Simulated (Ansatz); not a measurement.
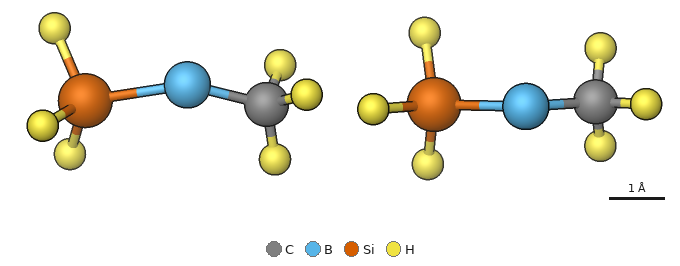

Two geometries of CH$_{6}$BSi (multiplicity 2) (coarse preliminary run), drawn at one scale. One is the start of a relaxation, the other its converged end. The picture is a ball-and-stick view, seen at a tilt.

Computed with UKS PBE-D4/def2-SVP (Ansatz). Set-up: force threshold 0.03 eV/Å; at most 200 steps.

### Which one is relaxed?

The left one is the relaxed one. The start comes from a force field. An H atom moves most after the best rigid fit: 0.61 Å. Largest moves by element: H 0.61 Å, B 0.57 Å, C 0.22 Å, Si 0.19 Å. Some distances before and after: H–Si 1.412 → 1.517 Å, B–Si 1.927 → 1.987 Å, C–H 1.058 → 1.114 Å, C–H 1.150 → 1.110 Å. Among the angles between lasting bonds that change: C–B–Si 119.2° → 143.2°, B–C–H 112.6° → 102.6°, B–Si–H 110.8° → 119.0°. Groups turn about B–Si by about 55°, B–C by about 20°. After 15 accepted moves (17 points after the start) the energy has fallen by 0.479 eV. The largest force component goes from 3.5 to 0.024 eV/Å. The line search rejected the trial steps at points 3, 8 of the run. The forces were under the threshold at step 12, but the run went on from there.
